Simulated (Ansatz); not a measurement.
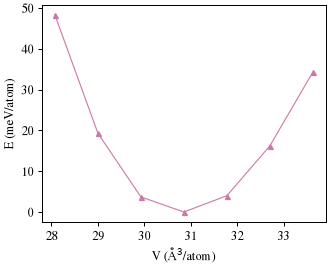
Bi in space group Cmce (No. 64; Bi on 8d, Bi on 8f) under volume change, the program Ansatz at the PBEsol level (PAW), shape and atoms relaxed at each volume.

**Question.** What does a third-order Birch–Murnaghan fit give for V₀, B₀ and B′?

**Answer.** V₀ = 30.82 Å³/atom, B₀ = 52.6 GPa, B′ = 5.5.

The workflow started from a Materials Project entry (that database holds measured and hypothetical structures alike); the Crystallography Open Database copy checked does not list it. It is not the phase usual at ambient conditions (space group No. 166). The cell keeps a stress of up to 0.3 GPa. The cell was relaxed with PBEsol under the symmetry of its start; whether a distortion lowers the energy is not shown. Spin–orbit coupling is left out wherever it is not named.

Potentials: the later of the program's two PAW sets.
